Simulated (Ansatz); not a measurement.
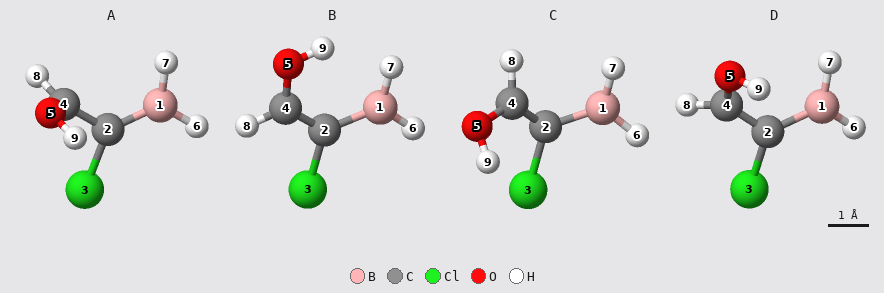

4 geometries from a converged minimum-energy path of C$_{2}$H$_{4}$BClO, shuffled. A ball-and-stick model, seen at a tilt.

Computed with RHF/6-31G* (Ansatz 0.2.0). Set-up: 7 movable images; climbing image; force threshold 0.05 eV/Å; iteration limit 60; starting path through a guess of the saddle point.

**Which frame is the transition state?**

A. In order along the path, whose images run from 0 to 8: C (image 2, +63.1 kJ/mol), A (image 4, +225.1 kJ/mol), D (image 6, +81.8 kJ/mol), B (image 8, +21.1 kJ/mol). The motion is a rotation about the C2–C4 bond by about 180°. No bond forms or breaks between the ends. Among the angles between lasting bonds that change up to the highest image: Cl3–C2–C4 117.2° → 107.6°, B1–C2–Cl3 121.4° → 129.2°.

Cost: 2.4 min on 1 thread of Intel(R) Xeon(R) Platinum 8488C (Sapphire Rapids), with other jobs on the host, peak memory 0.18 GiB.
